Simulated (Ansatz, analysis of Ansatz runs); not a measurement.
# How often does S try the jump in Al5AgS8 (F-43m)?, part 2 of 2

Aim: the prefactor of a hop in Al5AgS8 (F-43m) (V_S hop (3.2 Å), charge +2) from the modes of the moving atom at the start and at the top of a path found beforehand. Model: a cell of 56 host atoms with 1 S taken out.

Ansatz 0.2.0; plane-wave PAW DFT, PBEsol; finite-difference force constants of the moving atom alone.

So far. Step 2 (Vibrations of the moving atom at the start point): The three modes are 241, 310 and 351 cm⁻¹: all real, a minimum for this atom with the others held.

## 3. Vibrations of the moving atom at the top of the path

The same at the top, where the mode along the path should be imaginary.

Input file qp2.top.modes/input.yaml:

```yaml
crystal:
  lattice:
    - [10.0726001, 0.0, 0.0]
    - [0.0, 0.0, -10.0726001]
    - [0.0, 10.0726001, 0.0]
  atoms:
    - { symbol: Al, position: [0.1092492, 0.38850848, 0.62784145] }
    - { symbol: Al, position: [0.11863638, 0.87590608, 0.11816274] }
[... 1 atom line left out ...]
    - { symbol: Al, position: [0.61701942, 0.85027283, 0.61660408] }
[... 1 atom line left out ...]
    - { symbol: Al, position: [0.38407236, 0.84967827, 0.38366019] }
[... 2 atom lines left out ...]
    - { symbol: Al, position: [0.35345516, 0.12918901, 0.64791332] }
[... 5 atom lines left out ...]
    - { symbol: Al, position: [0.64838367, 0.12920083, 0.35298378] }
[... 4 atom lines left out ...]
    - { symbol: Al, position: [0.50068012, 0.45090774, 0.50009775] }
    - { symbol: Ag, position: [0.25779754, 0.24397406, 0.25731595] }
[... 1 atom line left out ...]
    - { symbol: Ag, position: [0.74023078, 0.24377569, 0.73974624] }
[... 1 atom line left out ...]
    - { symbol: S, position: [0.49857225, 0.20849838, 0.49812316] }
[... 9 atom lines left out ...]
    - { symbol: S, position: [0.61056025, 0.90244565, 0.38993201] }
[... 1 atom line left out ...]
    - { symbol: S, position: [0.390324, 0.9023594, 0.61017207] }
[... 12 atom lines left out ...]
    - { symbol: S, position: [0.65918806, 0.38302819, 0.34164707] }
[... 1 atom line left out ...]
    - { symbol: S, position: [0.34218997, 0.38312375, 0.65864348] }
[... 2 atom lines left out ...]
    - { symbol: S, position: [0.85867058, 0.86628652, 0.63193941] }
  symmetry: { detect: false }
total_charge: 2
basis:
  ecutwfc: 420
  xc_grid: 2
hamiltonian:
  xc: pbesol
kpoints:
  mp_grid: { grid: [1, 1, 1], shift: [0.25, 0.25, 0.25] }
scf:
  occupations: { method: fixed }
  max_iter: 100
phonons:
  supercell: [1, 1, 1]
  displaced_sites: [24]
  amplitude: 0.02
```

Launch:

```bash
$ ansatz run input.yaml --threads 4 --pin off --max-ram 7536MiB --backend cpu --events-out ev --progress --plain --runs-dir out
```

Numbers of over 12 decimals in the logs are rounded to 6 here.

The log of the run:

```text
[...]
Crystal: 55 atoms, lattice volume = 1021.939 Å³
Basis set: ecut = 420 eV, 20005 PW (Γ), exchange–correlation on 144×144×144 points (8 copies of the dense FFT grid, shifted against one another)
Bands: 215, of which v1, the nominal top of the filled ones, is band 160 counted from 1 (159 counted from 0)
Symmetry: 1 space group operations
k-points: 1
[...]
SCF iter   1: F=—  HF=-68079.963564 eV  |F-HF|=—  |Δ(HF+E_count)|=         —  Δρ=1.36e-2  dr2=2.95e0  ethr=1.77e-3  ⟨swp⟩=5.0  Hψ=746  notcnv=0  defer=52
[...]
SCF iter  12: F=-68079.178564 eV  HF=-68079.178564 eV  |F-HF|=2.76e-10  |Δ(HF+E_count)|=  8.00e-10  Δρ=2.13e-7  dr2=5.79e-10  ethr=1.00e-12  ⟨swp⟩=18.0  Hψ=1415  notcnv=0
SCF 1 converged in 12 iterations: F = -68079.178564 eV  dr2 = 5.79e-10
[...]
SCF iter   9: F=-68079.176622 eV  HF=-68079.176622 eV  |F-HF|=0.00e0  |Δ(HF+E_count)|=  1.31e-10  Δρ=4.57e-8  dr2=2.99e-11  ethr=1.00e-12  ⟨swp⟩=4.0  Hψ=636  notcnv=0
SCF 2 converged in 9 iterations: F = -68079.176622 eV  dr2 = 2.99e-11
[...]
SCF iter   6: F=-68079.176479 eV  HF=-68079.176479 eV  |F-HF|=1.46e-11  |Δ(HF+E_count)|=  1.02e-10  Δρ=9.40e-8  dr2=8.15e-11  ethr=1.00e-12  ⟨swp⟩=3.0  Hψ=704  notcnv=0
SCF 3 converged in 6 iterations: F = -68079.176479 eV  dr2 = 8.15e-11
[...]
SCF iter   9: F=-68079.176518 eV  HF=-68079.176518 eV  |F-HF|=1.46e-11  |Δ(HF+E_count)|=  1.46e-10  Δρ=4.58e-8  dr2=2.99e-11  ethr=1.00e-12  ⟨swp⟩=4.0  Hψ=636  notcnv=0
SCF 4 converged in 9 iterations: F = -68079.176518 eV  dr2 = 2.99e-11
[...]
SCF iter   6: F=-68079.176582 eV  HF=-68079.176582 eV  |F-HF|=1.46e-11  |Δ(HF+E_count)|=  5.82e-11  Δρ=9.39e-8  dr2=8.12e-11  ethr=1.00e-12  ⟨swp⟩=3.0  Hψ=704  notcnv=0
SCF 5 converged in 6 iterations: F = -68079.176582 eV  dr2 = 8.12e-11
[...]
SCF iter   9: F=-68079.176643 eV  HF=-68079.176643 eV  |F-HF|=2.91e-11  |Δ(HF+E_count)|=  1.16e-10  Δρ=9.55e-8  dr2=9.33e-11  ethr=1.00e-12  ⟨swp⟩=4.0  Hψ=639  notcnv=0
SCF 6 converged in 9 iterations: F = -68079.176643 eV  dr2 = 9.33e-11
[...]
SCF iter   7: F=-68079.176207 eV  HF=-68079.176207 eV  |F-HF|=2.91e-11  |Δ(HF+E_count)|=  1.46e-11  Δρ=1.73e-8  dr2=3.86e-12  ethr=1.00e-12  ⟨swp⟩=4.0  Hψ=565  notcnv=0
SCF 7 converged in 7 iterations: F = -68079.176207 eV  dr2 = 3.86e-12
SCF converged after 12 iterations
Free energy (F): -68079.178564 eV
[...]
Internal energy: -68079.178564 eV  (E = F + TS)
E sigma→0 (E₀):  -68079.178564 eV
Fermi energy:    6.707083 eV
[...]
--- Forces (eV/Å), atoms counted from 1 ---
  atom   1  Al     0.00330975     0.00352996    -0.00573002
  atom   2  Al    -0.00440368    -0.00346950     0.00751081
  [... 1 atom left out ...]
  atom   4  Al    -0.00623202    -0.00644618     0.00154545
  [... 1 atom left out ...]
  atom   6  Al     0.00833425     0.00802939    -0.00005895
  [... 2 atoms left out ...]
  atom   9  Al     0.00078490    -0.00331962    -0.00939990
  [... 5 atoms left out ...]
  atom  15  Al    -0.00550761     0.00309433    -0.01201870
  [... 4 atoms left out ...]
  atom  20  Al    -0.00118810     0.00087778    -0.02845949
  [... 4 atoms left out ...]
  atom  25  S      0.00367472    -0.00151879     0.00917399
  [... 9 atoms left out ...]
  atom  35  S     -0.00017492    -0.00003555     0.00659791
  [... 1 atom left out ...]
  atom  37  S      0.00288658    -0.00333767     0.00065867
  [... 12 atoms left out ...]
  atom  50  S      0.00174466    -0.00251201     0.00315853
  [... 1 atom left out ...]
  atom  52  S     -0.00774794     0.00743455     0.00773831
  [... 3 atoms left out ...]
  max |Σ_I F_I| component: 8.86e-6 eV/Å
--- Band table (eV) ---
[...]
transpose residual: 1.3e-4 eV/Å²
[...]
frequencies among the named sites at Γ of the cell (cm⁻¹): -70.89 301.24 419.33
  unstable modes among the named sites: 1
  frequencies as built, with no sum rule (cm⁻¹): -70.89 301.23 419.33
  zero-point energy: 0.044669 eV/cell   skipped modes (ω ≤ 0): 1, of them read as no rigid motion or as one in doubt: 1 (1.000e0 modes/cell left out, lowest -70.89 cm⁻¹)
[...]
```

The job ended after 57 s (4 threads of Intel Xeon 6975P-C (Granite Rapids), shared host; peak memory 1.6 GiB; 3.4 min of CPU time).

This step gave:

```
free energy                : -68079.1786 eV
frequencies of moving atom : -70.89, 301.2, 419.3 cm⁻¹ (negative: imaginary)
```

The three modes are 71i, 301 and 419 cm⁻¹: one imaginary, a saddle of first order for this atom with the others held.

## 4. Attempt frequency and hop rate

Analysis of the runs above: harmonic transition-state theory from the moving atom's modes alone (Vineyard), PBEsol.

It gives:

```
attempt frequency : 6.214 THz
```

Hop rate against temperature:

| temperature (K) | hop rate (1/s) |
| --- | --- |
| 200 | 2.7e-16 |
| 300 | 7.7e-7 |
| 400 | 0.0410 |
| 600 | 2186 |
| 800 | 5.0e5 |
| 1000 | 1.3e7 |

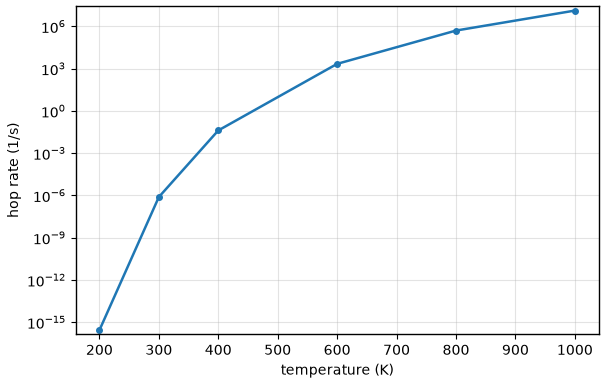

Hop rate, plotted against temperature.

## 5. Results

```yaml
attempt_frequency_attempt_frequency_and_hop_rate: 6.21 THz
```

The attempt frequency, the product of the three frequencies at the start over that of the two real ones at the top (Vineyard), is 6.2 THz. With the barrier of 1.13 eV it gives 2.2e+03 hops a second at 600 K along this one path; equivalent neighbouring sites multiply that. The host's atoms were held, though they move along the path too, so the prefactor is rough. What this leaves open: one k-point off the zone centre stands for the whole zone; spin–orbit coupling, which can matter with heavy atoms, is left out.

[Logs are printed without paths, hosts, clocks, repeated set-up lines and the standing remarks that a program may print on its own settings, such as how far it seeks lower states.]

[Hosts, paths, dates, database ids (printed as entryN), source tags and the programs' standing remarks are cut or masked in the printed files.]
